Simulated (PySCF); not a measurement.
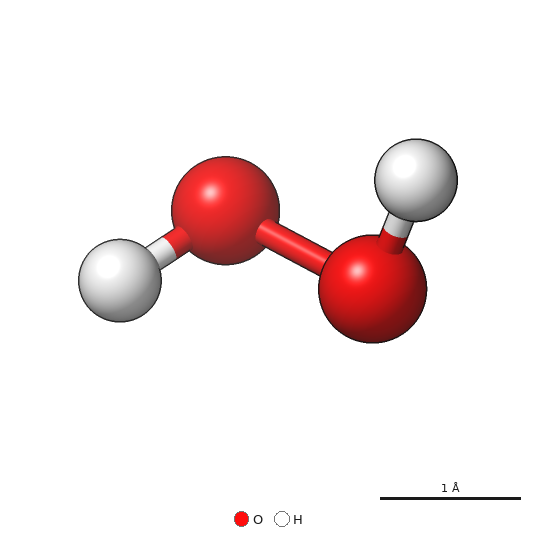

Rendered structure (ball-and-stick style).

**Which formula does it have?**

H2O2, 4 atoms: 2 hydrogen and 2 oxygen.

**How many atoms are distinct by symmetry?**

2: 2 O, 2 H.

**Write the SMILES.**

OO

**What is the point group of this geometry?**

C2.

More results for the same structure follow; atom numbers are the same in all pictures, views and colours differ. The geometry was computed by an optimisation with PBE0-D3(BJ)/def2-SVP. No frequency run is at hand to confirm it as a minimum.

### Levels of theory compared

No frequency run is at hand to confirm it as a minimum. Program: PySCF 2.14.0.

At this fixed geometry, give HOMO–LUMO gap (eV) at these levels: B3LYP/pcJ-1; B97-2/pcSseg-2; CAM-B3LYP/def2-SVPD; PBE0/pcSseg-1.

| level | HOMO–LUMO gap (eV) |
| --- | --- |
| B3LYP/pcJ-1 | 8.15 |
| B97-2/pcSseg-2 | 8.20 |
| CAM-B3LYP/def2-SVPD | 10.92 |
| PBE0/pcSseg-1 | 8.89 |

### Excitation

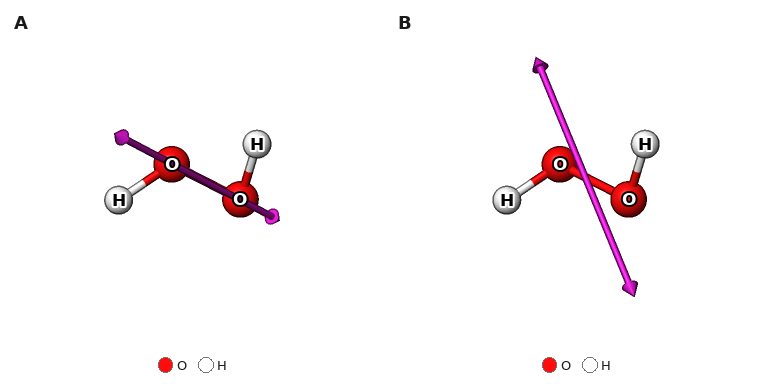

The double arrows show the directions of two transition dipoles from the ground state (lengths mean nothing). No frequency run is at hand to confirm it as a minimum. Level of theory: TDDFT CAM-B3LYP/def2-SVPD, vertical, gas phase, core orbitals frozen in the response (PySCF 2.14.0).

**One belongs to singlet state 3 and one to singlet state 7. Which is which?**

A: state 7, 9.79 eV (127 nm), oscillator strength 0.018, mainly HOMO → LUMO+4 (weight 0.70).
B: state 3, 7.68 eV (161 nm), oscillator strength 0.018, mainly HOMO−1 → LUMO+1 (weight 0.80).

### NMR shielding

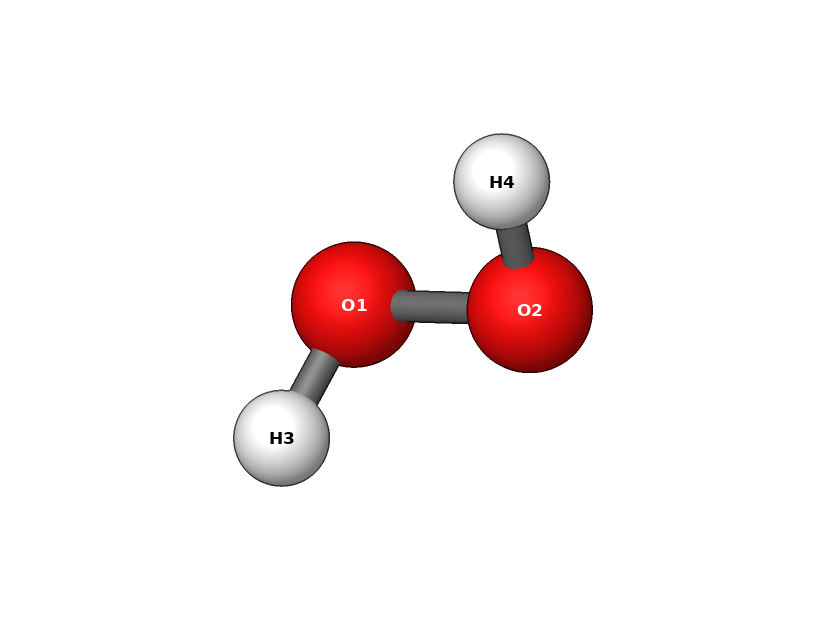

No frequency run is at hand to confirm it as a minimum. Method: GIAO B97-2/pcSseg-2 NMR shielding, non-relativistic, gas phase (PySCF 2.14.0). Principal shieldings σ11 ≤ σ22 ≤ σ33, span Ω = σ33 − σ11, skew κ = 3(σiso − σ22)/Ω.

Give the shielding tensors of the O atoms.

```csv
atom,σ11,σ22,σ33,σiso,Ω,κ
"O1, O2",−28.5,94.3,333.8,133.2,362.4,0.32
```

Shieldings and span in ppm.
